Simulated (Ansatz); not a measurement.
System: GeH4O···NH3.

Input

```
crystal:
  periodic: [false, false, false]
  atoms:
    - { symbol: Ge, position_ang: [-0.7583, -0.6669, -0.3815] }
    - { symbol: "N", position_ang: [1.3169, 0.0822, -0.0677] }
    - { symbol: H, position_ang: [-0.2753, -1.7486, -1.3819] }
    - { symbol: H, position_ang: [-1.3227, -1.434, 0.7687] }
    - { symbol: H, position_ang: [-1.6302, 0.2275, -1.2169] }
    - { symbol: H, position_ang: [0.5611, 0.8, 0.7766] }
    - { symbol: O, position_ang: [-0.6666, 0.9238, 1.1035] }
    - { symbol: H, position_ang: [1.9756, -0.5764, 0.3192] }
    - { symbol: H, position_ang: [1.7346, 0.5671, -0.8495] }
    - { symbol: H, position_ang: [-0.9352, 1.8252, 0.9295] }
magnetization:
  spin_polarized: true
basis:
  gaussian: { orbitals: def2-SVP }
hamiltonian:
  xc: pbe0
  dispersion: d4
relax:
  f_tol: 0.15
  max_steps: 25
  restrain:
    - { distance: [0, 6], at: 1.86, k: 30.0 }
    - { distance: [5, 1], at: 1.02, k: 30.0 }
    - { distance: [0, 1], at: 3.21, k: 30.0 }
    - { distance: [5, 6], at: 2.27, k: 30.0 }
output:
  orbitals: {}
```

Launched as:

```sh
ansatz run input.yaml --threads 4 --pin off --max-ram 5120MiB --backend cpu --events-out ev --progress --plain --runs-dir out
```

The fields are those of the run's last geometry, not of the input's.

Not at a stationary point (largest force 0.9 eV/Å).

Theory: UKS PBE0-D4/def2-SVP in Ansatz.

What can the converged electron density and electron localisation function tell about the bonding?

Answer. Ge1···N2 (3.22 Å): the density falls to about 0.07 e/Å³ on the way; the ELF dips to about 0.05 between them.
Ge–O (1.83 Å): ρ at the midpoint is about 0.86 e/Å³; the ELF peaks at about 0.85 in the valence shell of O, 0.6 Å from its nucleus, and is about 0.35 at the midpoint.
N–H (1.02 Å): the density is about 2.8 e/Å³ at the midpoint; the ELF climbs to about 1 towards the hydrogen, as it does in any bond to H: an ordinary covalent bond to hydrogen.
Ge–H (1.54 Å): ρ at the midpoint is about 1 e/Å³; the ELF climbs to about 1 towards the hydrogen.

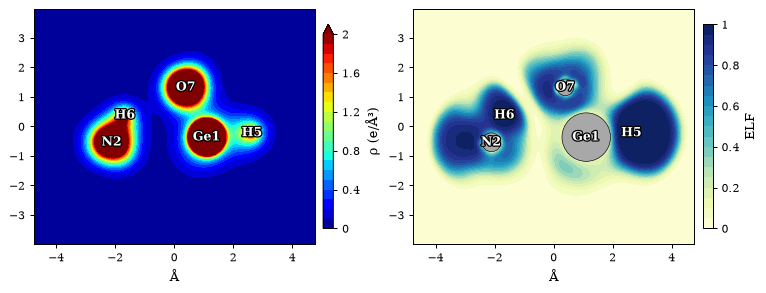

Computed electron density and electron localisation function on the plane of atoms H5, Ge1 and O7, in this order. Grey discs cover the atomic cores in the ELF map. 
